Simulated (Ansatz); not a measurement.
**CH5Al (AlH2Me) at 6 levels**

Wanted: a comparison of 6 runs (BHLYP/STO-3G, BLYP/STO-3G, PBE/STO-3G, wB97M-V/STO-3G, MP2/STO-3G, CCSDTQ/STO-3G) of CH5Al (AlH2Me). 

The results are computed with Ansatz 0.2.0.

56 further runs of the same task are left out: 2 that didn't finish, 54 set aside as unsound or not needed.

## Step 1: Starting point

The species is CH5Al (7 atoms), meant as a singlet with charge 0. As SMILES, `[H][Al]([H])[CH3]`. The H3–Al1 distance was set to 3.103 Å, away from the relaxed value. At this shape a bond of the SMILES string is far longer than usual.

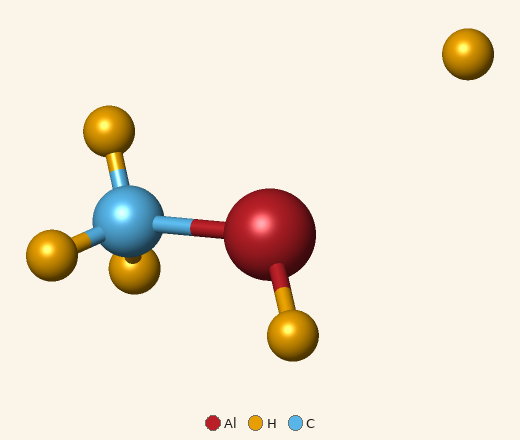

Viewed from a chosen angle; aluminium red, hydrogen amber, carbon blue.

## Step 2: A single-point energy at BHLYP/STO-3G (run 1)

The input, in.yaml:

```yaml
crystal:
  periodic: [false, false, false]
  atoms:
    - {symbol: Al, position_ang: [1.221566, -0.463661, 0.027140]}
    - {symbol: H, position_ang: [2.768936, -0.358911, 0.069450]}
    - {symbol: H, position_ang: [-0.157080, 2.315610, -0.032820]}
    - {symbol: C, position_ang: [0.232526, -2.184181, 0.027230]}
    - {symbol: H, position_ang: [0.110716, -2.613481, -0.975120]}
    - {symbol: H, position_ang: [-0.779914, -2.079931, 0.438810]}
    - {symbol: H, position_ang: [0.739216, -2.953281, 0.625180]}
basis:
  gaussian:
    orbitals: STO-3G
hamiltonian:
  xc: {name: BHLYP}
accuracy: high
```

Command:

```bash
$ ansatz run in.yaml --threads 1 --pin off --max-ram 2610MiB --events-out events.jsonl --progress --plain --runs-dir runs
```

The program printed:

```text
Warning: RAYON_NUM_THREADS=1 ignored (pool sized by the plan → 1); use --threads N
Functional definition: BHLYP
  name "BHLYP"
  parameter a = 0.5
  exchange = (1 - a)*b88_x + a*exact_x
  correlation = lyp_c
331 factors; integrals over basis functions are off by at most 4.2e-9 eV
mean field evaluation 1: about -7610.4466 eV, gradient 1.8e1 eV
mean field evaluation 2: about -7602.3396 eV, gradient 2.2e1 eV
mean field evaluation 4: about -7614.5964 eV, gradient 9.1e0 eV
mean field evaluation 8: about -7615.3201 eV, gradient 6.6e-1 eV
mean field evaluation 16: about -7615.2993 eV, gradient 1.6e-5 eV
mean field -7615.29926857 eV, -279.8570862846 hartree, gradient 5.0e-8 eV, S^2 0.000000; 0 other end points of the search recorded, 0 dependent functions left out
reference -7615.29929114 eV, -279.8570871143 hartree; 12, 12 occupied and 7, 7 virtual orbitals, 331 factors
Total energy: -7615.29929114 eV, -279.8570871143 hartree
```

Wall time 1.1 s (1 thread of Arm Neoverse V2, shared host); peak memory 0.098 GiB.

## Step 3: A single-point energy at BLYP/STO-3G (run 2)

The input, run.yaml:

```yaml
basis:
  gaussian: {orbitals: STO-3G}
crystal:
  periodic: [false, false, false]
  atoms:
    - {symbol: Al, position_ang: [1.221566, -0.463661, 0.027140]}
    - {symbol: H, position_ang: [2.768936, -0.358911, 0.069450]}
    - {symbol: H, position_ang: [-0.157080, 2.315610, -0.032820]}
    - {symbol: C, position_ang: [0.232526, -2.184181, 0.027230]}
    - {symbol: H, position_ang: [0.110716, -2.613481, -0.975120]}
    - {symbol: H, position_ang: [-0.779914, -2.079931, 0.438810]}
    - {symbol: H, position_ang: [0.739216, -2.953281, 0.625180]}
accuracy: high
hamiltonian: {xc: {name: BLYP}}
```

Command:

```bash
$ ansatz run run.yaml --threads 1 --pin off --max-ram 2610MiB --events-out events.jsonl --progress --plain --runs-dir runs
```

The program printed:

```text
Warning: RAYON_NUM_THREADS=1 ignored (pool sized by the plan → 1); use --threads N
Functional definition: BLYP
  name "BLYP"
  parameter beta = 0.0042
  parameter a = 0.04918
  parameter b = 0.132
  parameter c = 0.2533
  parameter d = 0.349
  exchange = b88_x(beta = beta)
  correlation = lyp_c(a = a, b = b, c = c, d = d)
331 factors; integrals over basis functions are off by at most 4.2e-9 eV
mean field evaluation 1: about -7607.8538 eV, gradient 2.8e1 eV
mean field evaluation 2: about -7597.2227 eV, gradient 3.3e1 eV
mean field evaluation 4: about -7614.2563 eV, gradient 1.5e1 eV
mean field evaluation 8: about -7615.5652 eV, gradient 2.8e0 eV
mean field evaluation 16: about -7615.5470 eV, gradient 3.1e-3 eV
mean field -7615.54700242 eV, -279.8661903358 hartree, gradient 3.0e-8 eV, S^2 0.000000; 0 other end points of the search recorded, 0 dependent functions left out
reference -7615.54704724 eV, -279.8661919831 hartree; 12, 12 occupied and 7, 7 virtual orbitals, 331 factors
Total energy: -7615.54704724 eV, -279.8661919831 hartree
```

Wall time 1.1 s (1 thread of Arm Neoverse V2, shared host); peak memory 0.098 GiB.

## Step 4: The energy at PBE/STO-3G (run 3)

The input, job.yaml:

```yaml
crystal:
  periodic: [false, false, false]
  atoms:
    - {symbol: Al, position_ang: [1.221566, -0.463661, 0.027140]}
    - {symbol: H, position_ang: [2.768936, -0.358911, 0.069450]}
    - {symbol: H, position_ang: [-0.157080, 2.315610, -0.032820]}
    - {symbol: C, position_ang: [0.232526, -2.184181, 0.027230]}
    - {symbol: H, position_ang: [0.110716, -2.613481, -0.975120]}
    - {symbol: H, position_ang: [-0.779914, -2.079931, 0.438810]}
    - {symbol: H, position_ang: [0.739216, -2.953281, 0.625180]}
basis:
  gaussian: {orbitals: STO-3G}
hamiltonian: {xc: pbe}
accuracy: high
```

Command:

```bash
$ ansatz run job.yaml --threads 1 --pin off --max-ram 2610MiB --events-out events.jsonl --progress --plain --runs-dir runs
```

The program printed:

```text
Warning: RAYON_NUM_THREADS=1 ignored (pool sized by the plan → 1); use --threads N
Functional definition: PBE
  name "PBE"
  parameter kappa = 0.804
  parameter beta = 0.06672455060314922
  exchange = pbe_x(kappa = kappa, mu = beta*pi^2/3)
  correlation = pbe_c(beta = beta)
331 factors; integrals over basis functions are off by at most 4.2e-9 eV
mean field evaluation 1: about -7603.6789 eV, gradient 2.7e1 eV
mean field evaluation 2: about -7593.3821 eV, gradient 3.2e1 eV
mean field evaluation 4: about -7610.2594 eV, gradient 1.3e1 eV
mean field evaluation 8: about -7611.1336 eV, gradient 4.7e0 eV
mean field evaluation 16: about -7611.2105 eV, gradient 1.6e-2 eV
mean field -7611.21054100 eV, -279.7068283180 hartree, gradient 7.0e-9 eV, S^2 0.000000; 0 other end points of the search recorded, 0 dependent functions left out
reference -7611.21054333 eV, -279.7068284034 hartree; 12, 12 occupied and 7, 7 virtual orbitals, 331 factors
Total energy: -7611.21054333 eV, -279.7068284034 hartree
```

Wall time 1.1 s (1 thread of Arm Neoverse V2, shared host); peak memory 0.097 GiB.

Runs 4 to 5 aren't shown in full; the table further down has their settings and results.

## Step 5: The energy at CCSDTQ/STO-3G (run 6)

in.yaml, as its differences from that of step 2:

```diff
@@ -11,6 +11,5 @@
 basis:
-  gaussian:
-    orbitals: STO-3G
-hamiltonian:
-  xc: {name: BHLYP}
+  gaussian: {orbitals: STO-3G}
+correlation: {method: ccsdtq, frozen_orbitals: {Al: 5, C: 1, H: 0}}
 accuracy: high
+scf: {omitted_lower_state_checks: [cluster_reference, increment]}
```

Command:

```bash
$ ansatz run in.yaml --threads 1 --pin off --max-ram 2610MiB --events-out events.jsonl --progress --plain --runs-dir runs
```

The program printed:

```text
Warning: RAYON_NUM_THREADS=1 ignored (pool sized by the plan → 1); use --threads N
[... 11 lines left out ...]
6 core orbitals not correlated: weight in the atoms' cores, before any rotation towards them, 0.999 or more for the frozen orbitals, at most 0.000 for the correlated occupied ones
[... 34 lines left out ...]
WARN: these amplitudes may be one of several solutions (largest doubles amplitude 0.71, level shift 7.33 eV)
Total energy: -7598.94827031 eV, -279.2561981818 hartree
Checks for a lower state left out: cluster_reference, increment
```

It took 4.8 s on 1 thread of Arm Neoverse V2, shared host; peak memory 0.1 GiB.

## Step 6: Overview of the runs

```
run           level  frozen core orbitals  energy (Eh)  wall time
  1    BHLYP/STO-3G                     –  -279.857087      1.1 s
  2     BLYP/STO-3G                     –  -279.866192      1.1 s
  3      PBE/STO-3G                     –  -279.706828      1.1 s
  4  wB97M-V/STO-3G                     –  -279.886541       18 s
  5      MP2/STO-3G                     6  -279.171178      0.1 s
  6   CCSDTQ/STO-3G                     6  -279.256198      4.8 s
```

## Step 7: Summary of results

| quantity | value |
| --- | --- |
| run 6: total energy | -279.25620 Eh |
| run 6: correlation energy (6 core orbitals frozen) | -228.0 mEh |
| run 6: T1 diagnostic | 0.069 |

**Reading.** Totals of different functionals can't be ranked against each other. In runs 5, 6 the log says that unrestricted orbitals would lower the reference, so the values rest on an unstable closed-shell determinant (other closed-shell runs at this shape may share the fault). In runs 1, 2, 3, 4, 5, 6 the basis is minimal, so the values are rough. All runs together took 26 s, the longest 18 s.
